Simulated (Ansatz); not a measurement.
## Geometry relaxation, with input and output: BPH$_{5}$Cl

BPH$_{5}$Cl, computed with RKS B3LYP-D4/6-31G* (Ansatz 0.2.0).

The input holds or restrains some coordinates. Forces given for the steps count only the free coordinates. It belongs to a series of runs on one base structure; here: pulled along the bonds that form and break, towards end A. Figures and captions count atoms from 1; the log counts them from 0 in places.

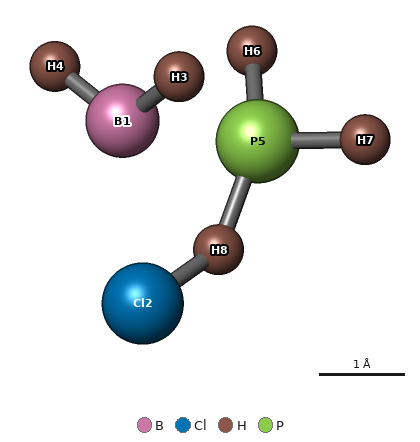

*The starting structure (ball-and-stick view, seen at a tilt; atoms are numbered from 1 in the order of the input).*

Bond lengths as drawn: B–H 1.19 Å, Cl–H 1.34 Å and H–P 1.40 to 1.42 Å.

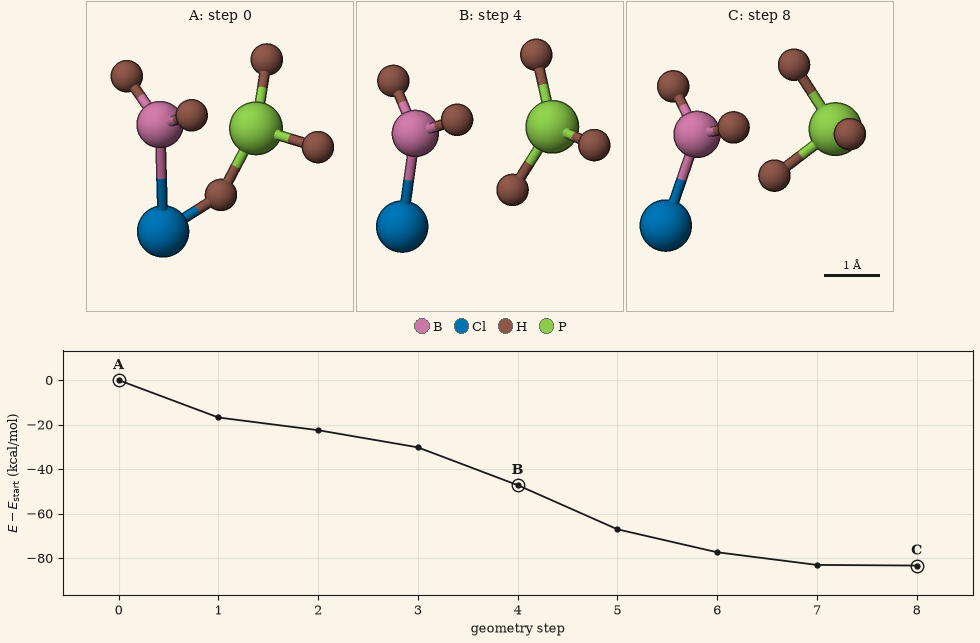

*Frames of the restrained relaxation (ball-and-stick view, seen at a tilt) above the curves, on which the letters mark them (the first geometry is step 0 here and step 1 in the log).*

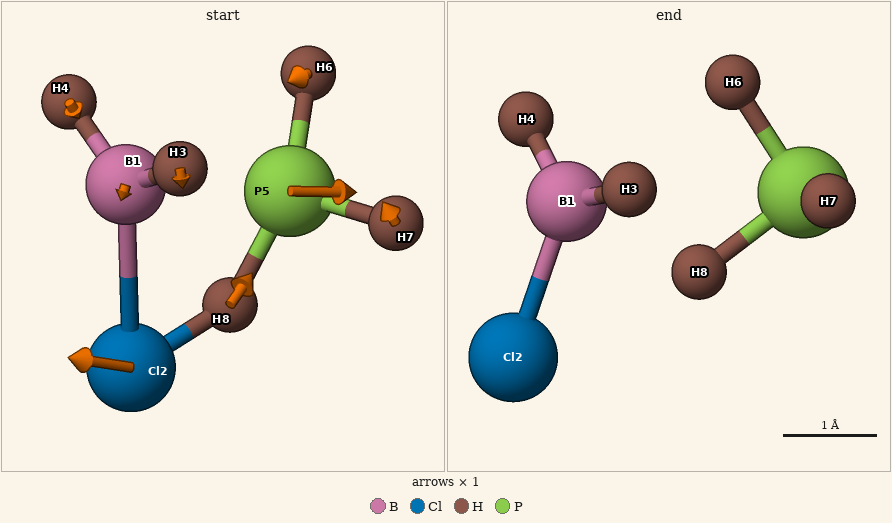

*Before (left) and after (right) the restrained relaxation, at one scale (ball-and-stick view, seen at a tilt). The orange arrows give the displacements, at true length.*

Cl2 moves most after the best rigid fit: 0.91 Å. By element the largest moves are Cl 0.91 Å, P 0.87 Å, H 0.52 Å, B 0.19 Å. Among the contacts that change: Cl2–H8 1.342 → 2.579 Å, B1–Cl2 2.210 → 1.824 Å, P5–H8 1.397 → 1.420 Å, B1–H4 1.190 → 1.184 Å. Bonds break: Cl2–H8 (1.34 → 2.58 Å). Among the angles that change: H6–P5–H8 144.9° → 94.3°, H6–P5–H7 109.4° → 94.2°, H7–P5–H8 101.9° → 93.8°. Over 8 geometry steps the energy falls by 83.3 kcal/mol. The largest force component goes from 7.1 to 0.98 eV/Å. (Atoms are counted from 1 in the order of the input.)

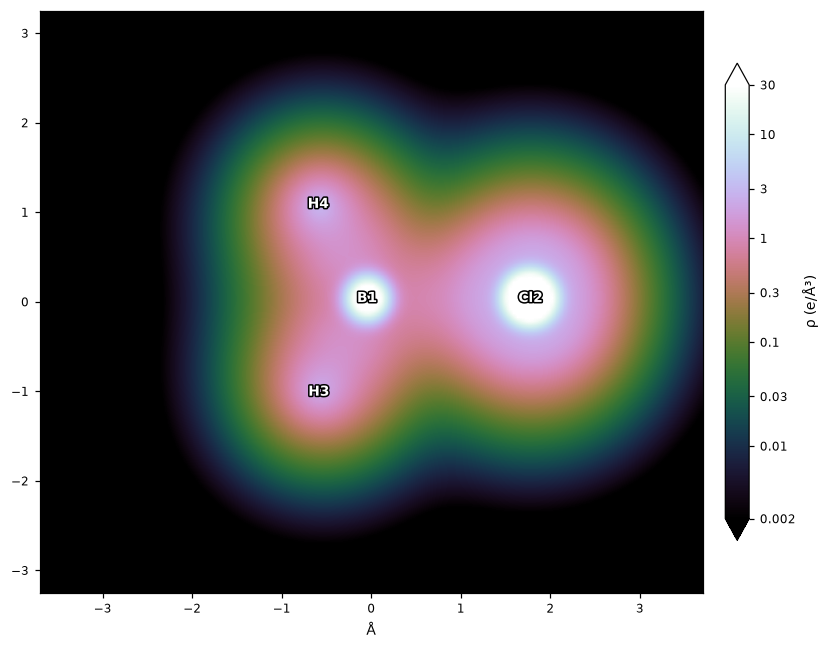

*Electron density on the plane of atoms Cl2, B1 and H4.*

The section cuts through B, Cl and H sites. B–Cl (1.82 Å): ρ at the midpoint is about 1.2 e/Å³. B–H (1.18 Å): ρ is about 1.3 e/Å³ halfway.

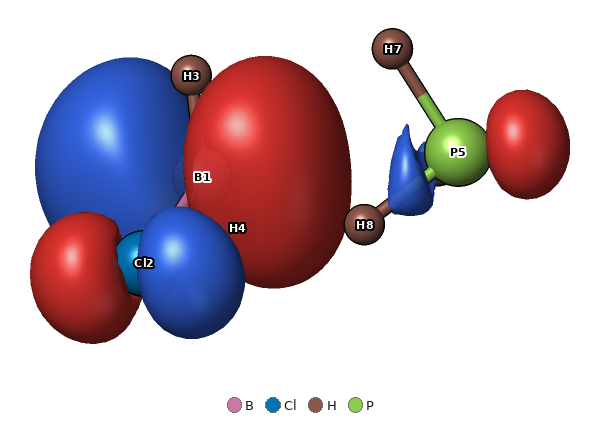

*The LUMO at ±0.1 Å⁻³ᐟ² (red and blue are the two phases), seen at an oblique angle.*

It lies mainly on B1 (60 %) and Cl2 (15 %). Its energy is −1.68 eV.

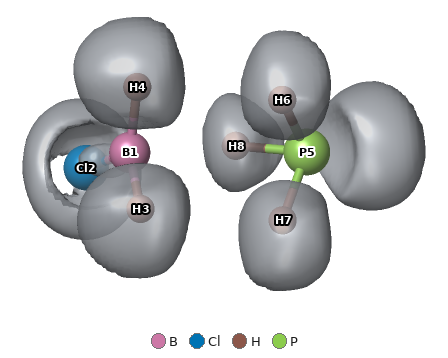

*Isosurface of the electron localisation function at 0.85 (grey), seen from the side. Core shells and regions of very low density are left out.*

Along the contacts the grid gives the following.

The input and output of the run follow.

**The input**
```yaml
crystal:
  periodic: [false, false, false]
  atoms:
    - { symbol: B, position_ang: [0.0, 0.0, 0.0] }
    - { symbol: Cl, position_ang: [0.0, 0.0, 2.21] }
    - { symbol: H, position_ang: [1.0305, 0.0, -0.595] }
    - { symbol: H, position_ang: [-1.0305, 0.0, -0.595] }
    - { symbol: P, position_ang: [0.0924, -2.0952, 0.6969] }
    - { symbol: H, position_ang: [-0.6759, -2.9172, -0.1694] }
    - { symbol: H, position_ang: [1.442, -2.5368, 0.6936] }
    - { symbol: H, position_ang: [0.0567, -1.2871, 1.8353] }
basis:
  gaussian: { orbitals: "6-31G*" }
hamiltonian:
  xc: b3lyp
  dispersion: d4
relax:
  f_tol: 0.15
  max_steps: 25
  restrain:
    - { distance: [0, 4], at: 3.11, k: 30.0 }
    - { distance: [7, 1], at: 2.57, k: 30.0 }
    - { distance: [0, 1], at: 1.86, k: 30.0 }
    - { distance: [7, 4], at: 1.42, k: 30.0 }
output:
  orbitals: {}
```

Launched with:
```bash
ansatz run input.yaml --threads 1 --pin off --max-ram 2048MiB --backend cpu --events-out ev --progress --plain --runs-dir out
```

**Output**
```
The last accepted step is kept in [file] (removed where the run ends without a failure and the disk answers)
Engine: ansatz 0.2.0, aarch64-unknown-linux-gnu
Functional definition: B3LYP
  parameter a0 = 0.2
  parameter ax = 0.72
  parameter ac = 0.81
  exchange = (1 - a0 - ax)*slater_x + ax*b88_x + a0*exact_x
  correlation = (1 - ac)*vwn_rpa_c + ac*lyp_c
695 factors; integrals over basis functions are off by at most 7.5e-4 eV
mean field evaluation 1: about -22564.7458 eV, gradient 1.5e1 eV
mean field evaluation 2: about -22565.0350 eV, gradient 1.2e1 eV
mean field evaluation 4: about -22565.5330 eV, gradient 7.0e-1 eV
mean field evaluation 8: about -22565.5469 eV, gradient 1.1e-2 eV
mean field -22565.54693225 eV, -829.2685542832 hartree, gradient 2.9e-5 eV, S^2 0.000000; 0 other end points of the search recorded, 0 dependent functions left out
the calculation of the forces begins
reference -22565.54715848 eV, -829.2685625970 hartree; 21, 21 occupied and 42, 42 virtual orbitals, 695 factors
relax step   1: F+E_penalty+E_count = -22565.82407400 eV  Δ(F+E_penalty+E_count) = +0.000e0 eV  max|allowed force component| = 7.119e0 eV/Å  E_restraint = 36.62563427 eV  max|allowed force component, restraints' pulls added| = 4.247e1 eV/Å  Δτ_max = 0.0000 Å  (24 SCF iters, accepted)
  distance B 0 - P 4 = 2.2100 Å
  distance H 7 - Cl 1 = 1.3417 Å
  distance B 0 - Cl 1 = 2.2100 Å
  distance H 7 - P 4 = 1.3965 Å
these checks for a lower state are left out or cut short: starts, cluster_reference, orbital_swaps, neighbouring_geometries, increment
695 factors; integrals over basis functions are off by at most 6.5e-4 eV
mean field evaluation 16: about -22566.2668 eV, gradient 9.0e-1 eV
mean field -22566.28488409 eV, -829.2956735130 hartree, gradient 5.1e-5 eV, S^2 0.000000; 0 other end points of the search recorded, 0 dependent functions left out
[... from here on the field's lines of each further geometry are left out, up to the last ...]
relax step   2: F+E_penalty+E_count = -22566.55163125 eV  Δ(F+E_penalty+E_count) = -7.276e-1 eV  max|allowed force component| = 3.214e0 eV/Å  E_restraint = 19.99839197 eV  max|allowed force component, restraints' pulls added| = 2.938e1 eV/Å  Δτ_max = 0.1903 Å  (30 SCF iters, accepted)
relax step   3: F+E_penalty+E_count = -22566.79902859 eV  Δ(F+E_penalty+E_count) = -2.474e-1 eV  max|allowed force component| = 2.738e0 eV/Å  E_restraint = 8.39447391 eV  max|allowed force component, restraints' pulls added| = 1.825e1 eV/Å  Δτ_max = 0.1949 Å  (29 SCF iters, accepted)
relax step   4: F+E_penalty+E_count = -22567.13367405 eV  Δ(F+E_penalty+E_count) = -3.346e-1 eV  max|allowed force component| = 2.579e0 eV/Å  E_restraint = 2.04195755 eV  max|allowed force component, restraints' pulls added| = 8.596e0 eV/Å  Δτ_max = 0.1916 Å  (27 SCF iters, accepted)
relax step   5: F+E_penalty+E_count = -22567.86946796 eV  Δ(F+E_penalty+E_count) = -7.358e-1 eV  max|allowed force component| = 1.617e0 eV/Å  E_restraint = 0.04731658 eV  max|allowed force component, restraints' pulls added| = 2.503e0 eV/Å  Δτ_max = 0.1914 Å  (28 SCF iters, accepted)
relax step   6: F+E_penalty+E_count = -22568.73076909 eV  Δ(F+E_penalty+E_count) = -8.613e-1 eV  max|allowed force component| = 1.833e0 eV/Å  E_restraint = 0.06036310 eV  max|allowed force component, restraints' pulls added| = 1.798e0 eV/Å  Δτ_max = 0.1947 Å  (27 SCF iters, accepted)
relax step   7: F+E_penalty+E_count = -22569.17819507 eV  Δ(F+E_penalty+E_count) = -4.474e-1 eV  max|allowed force component| = 2.010e0 eV/Å  E_restraint = 0.12235477 eV  max|allowed force component, restraints' pulls added| = 2.485e0 eV/Å  Δτ_max = 0.1949 Å  (27 SCF iters, accepted)
relax step   8: F+E_penalty+E_count = -22569.42506720 eV  Δ(F+E_penalty+E_count) = -2.469e-1 eV  max|allowed force component| = 9.409e-1 eV/Å  E_restraint = 0.04586512 eV  max|allowed force component, restraints' pulls added| = 7.641e-1 eV/Å  Δτ_max = 0.1993 Å  (27 SCF iters, accepted)
the calculation of the forces begins
reference -22569.20526803 eV, -829.4029956432 hartree; 21, 21 occupied and 42, 42 virtual orbitals, 697 factors
relax step   9: F+E_penalty+E_count = -22569.43748806 eV  Δ(F+E_penalty+E_count) = -1.242e-2 eV  max|allowed force component| = 9.827e-1 eV/Å  E_restraint = 0.02136490 eV  max|allowed force component, restraints' pulls added| = 5.540e-2 eV/Å  Δτ_max = 0.1145 Å  (26 SCF iters, accepted)
  distance B 0 - P 4 = 3.1192 Å
  distance H 7 - Cl 1 = 2.5787 Å
  distance B 0 - Cl 1 = 1.8244 Å
  distance H 7 - P 4 = 1.4205 Å
697 factors; integrals over basis functions are off by at most 7.0e-4 eV
mean field -22569.20503846 eV, -829.4029872066 hartree, gradient 6.5e-6 eV, S^2 0.000000; 1 other end points of the search recorded, 0 dependent functions left out
the calculation of the forces begins
reference -22569.20526803 eV, -829.4029956432 hartree; 21, 21 occupied and 42, 42 virtual orbitals, 697 factors
Total energy: -22569.43771763 eV, -829.4115380085 hartree
Atom 0 at     0.016217     0.089307     0.155274 Å, force    -0.002054     0.719927     0.938880 eV/Å
Atom 1 at    -0.016225     0.843055     1.816426 Å, force     0.019975    -0.209893    -0.982697 eV/Å
Atom 2 at     1.071212     0.002473    -0.378359 Å, force     0.017133    -0.033456     0.022690 eV/Å
Atom 3 at    -1.025980    -0.142755    -0.355954 Å, force    -0.055399    -0.006199     0.008331 eV/Å
Atom 4 at     0.190957    -2.920974     0.953380 Å, force     0.039497    -0.241027     0.070935 eV/Å
Atom 5 at    -0.590311    -2.584035    -0.183437 Å, force    -0.020842    -0.010951    -0.028403 eV/Å
Atom 6 at     1.394100    -2.394894     0.411408 Å, force     0.025245    -0.019710    -0.012466 eV/Å
Atom 7 at    -0.124771    -1.728477     1.657663 Å, force    -0.023557    -0.198690    -0.017270 eV/Å
Dipole moment:     0.022719    -0.098250    -0.257405 e Å
```

**Trajectory as extended XYZ (Å, eV, eV/Å), 9 frames, from step=1 to step=9**
```
8
Properties=species:S:1:pos:R:3:forces:R:3 step=1 energy=-22565.82407
B     0.0000    0.0000    0.0000    0.3747  -3.7792   0.0982
Cl    0.0000    0.0000    2.2100    0.1227   7.1187   1.4087
H     1.0305    0.0000   -0.5950    0.3021   1.2892   0.6220
H    -1.0305    0.0000   -0.5950   -0.3611   0.9285   0.7060
P     0.0924   -2.0952    0.6969    0.3960  -2.2472  -4.8736
H    -0.6759   -2.9172   -0.1694    0.3203  -0.4609   0.2003
H     1.4420   -2.5368    0.6936   -0.1970  -0.2497  -0.5764
H     0.0567   -1.2871    1.8353   -0.9578  -2.5994   2.4148
8
Properties=species:S:1:pos:R:3:forces:R:3 step=2 energy=-22566.55163
B    -0.0025    0.1166    0.0244    0.3231  -3.2139   0.6216
Cl   -0.0041    0.1876    2.1783    0.1060   2.9219  -0.9766
H     1.0306    0.0135   -0.5870    0.0294   1.1026   0.7810
H    -1.0322    0.0101   -0.5867   -0.1400   0.8447   0.8008
P     0.0995   -2.2519    0.7107    1.1476   0.8159  -2.0357
H    -0.6806   -2.9345   -0.1785   -0.5353  -1.0927  -0.1622
H     1.4517   -2.5463    0.6869    0.3522  -0.7362  -0.5924
H     0.0527   -1.4314    1.8284   -1.2829  -0.6423   1.5634
8
Properties=species:S:1:pos:R:3:forces:R:3 step=3 energy=-22566.79903
B    -0.0054    0.2258    0.0592    0.3000  -2.7382   0.6678
Cl   -0.0079    0.3727    2.1174    0.0239   1.5909  -2.0030
H     1.0274    0.0231   -0.5763   -0.3357   1.1150   0.9768
H    -1.0305    0.0179   -0.5765    0.1907   0.9040   0.9640
P     0.1185   -2.3713    0.7189    1.2750   1.1739  -0.3984
H    -0.6899   -2.9471   -0.1814   -1.0284  -1.0211  -0.5557
H     1.4609   -2.5567    0.6806    0.9893  -0.8468  -0.7333
H     0.0420   -1.6007    1.8344   -1.4148  -0.1777   1.0818
8
Properties=species:S:1:pos:R:3:forces:R:3 step=4 energy=-22567.13367
B    -0.0081    0.3168    0.0915    0.2645  -2.5793   0.3169
Cl   -0.0094    0.5431    2.0298   -0.0138   0.9184  -2.1527
H     1.0192    0.0420   -0.5586   -0.5140   1.1770   1.0735
H    -1.0249    0.0340   -0.5593    0.3611   1.0098   1.0521
P     0.1452   -2.4875    0.7311    0.7594   0.5936   0.7079
H    -0.7086   -2.9596   -0.1930   -0.8700  -0.4957  -0.6582
H     1.4846   -2.5712    0.6661    1.2985  -0.6369  -0.9066
H     0.0172   -1.7539    1.8688   -1.2857   0.0131   0.5670
8
Properties=species:S:1:pos:R:3:forces:R:3 step=5 energy=-22567.86947
B    -0.0085    0.3354    0.0893    0.1659  -1.6166   0.3371
Cl   -0.0038    0.6865    1.9031   -0.0304   0.5334  -1.3827
H     1.0156    0.1040   -0.5215   -0.1884   0.7544   0.5929
H    -1.0269    0.0876   -0.5213    0.1095   0.6593   0.6141
P     0.1727   -2.6358    0.7952    0.7037  -0.8471   0.9420
H    -0.7474   -2.9591   -0.2328    0.4240   0.6662   0.3389
H     1.5715   -2.5899    0.6124   -0.5439   0.0326  -0.6696
H    -0.0580   -1.8650    1.9520   -0.6404  -0.1823  -0.7729
8
Properties=species:S:1:pos:R:3:forces:R:3 step=6 energy=-22568.73077
B    -0.0022    0.1982    0.1023    0.0191   0.4699   0.3137
Cl   -0.0008    0.7528    1.8347   -0.0064   0.0182  -0.8945
H     1.0335    0.1541   -0.4950   -0.0533  -0.0799   0.3193
H    -1.0429    0.1284   -0.4882    0.0816  -0.1336   0.3630
P     0.2141   -2.7988    0.8934   -0.3440  -1.8325   1.1613
H    -0.6975   -2.8551   -0.2074    0.5612   0.9337   0.2689
H     1.5459   -2.5552    0.5276   -0.2483   0.6466  -0.4853
H    -0.1348   -1.8607    1.9091   -0.0099  -0.0224  -1.0463
8
Properties=species:S:1:pos:R:3:forces:R:3 step=7 energy=-22569.17820
B     0.0085    0.0538    0.1264   -0.1002   2.0104   0.1709
Cl   -0.0044    0.7936    1.7869    0.0314  -0.4112  -0.6374
H     1.0546    0.1294   -0.4558   -0.1440  -0.6457   0.2487
H    -1.0481    0.0963   -0.4469    0.2270  -0.6812   0.2657
P     0.2376   -2.9661    0.9905   -0.5291   0.3303  -0.4933
H    -0.6376   -2.6761   -0.1796    0.8225  -0.0098   0.9560
H     1.4768   -2.4422    0.4446   -0.6990   0.0880   0.2334
H    -0.1721   -1.8250    1.8104    0.3915  -0.6808  -0.7439
8
Properties=species:S:1:pos:R:3:forces:R:3 step=8 energy=-22569.42507
B     0.0209    0.0945    0.1342   -0.2051   0.7144   0.6938
Cl   -0.0176    0.8067    1.8084    0.0347  -0.1807  -0.9409
H     1.0747    0.0176   -0.4074   -0.0004  -0.0594   0.0816
H    -1.0279   -0.0974   -0.4045    0.1602  -0.0260   0.1560
P     0.2089   -2.9220    0.9472   -0.0783  -0.1481  -0.0138
H    -0.6238   -2.5709   -0.1704    0.2591   0.0263   0.2617
H     1.4227   -2.3760    0.4156   -0.3085   0.0391   0.0896
H    -0.1427   -1.7888    1.7533    0.1382  -0.3657  -0.3280
8
Properties=species:S:1:pos:R:3:forces:R:3 step=9 energy=-22569.43749
B     0.0162    0.0893    0.1553   -0.0021   0.7199   0.9389
Cl   -0.0162    0.8431    1.8164    0.0200  -0.2099  -0.9827
H     1.0712    0.0025   -0.3784    0.0171  -0.0335   0.0227
H    -1.0260   -0.1428   -0.3560   -0.0554  -0.0062   0.0083
P     0.1910   -2.9210    0.9534    0.0395  -0.2410   0.0709
H    -0.5903   -2.5840   -0.1834   -0.0208  -0.0110  -0.0284
H     1.3941   -2.3949    0.4114    0.0252  -0.0197  -0.0125
H    -0.1248   -1.7285    1.6577   -0.0236  -0.1987  -0.0173
```

**Results in brief**

- outcome: converged under the restraints of the input
- total energy: −22569.4377 eV
- mean-field energy: −22569.2053 eV
- largest force (length of the vector) at the end, held atoms and coordinates included: 1.183 eV/Å
- hardware: 1 thread of Arm Neoverse V2, 24 GiB of memory available, shared host
- wall time: 25 s
- peak memory: 0.13 GiB
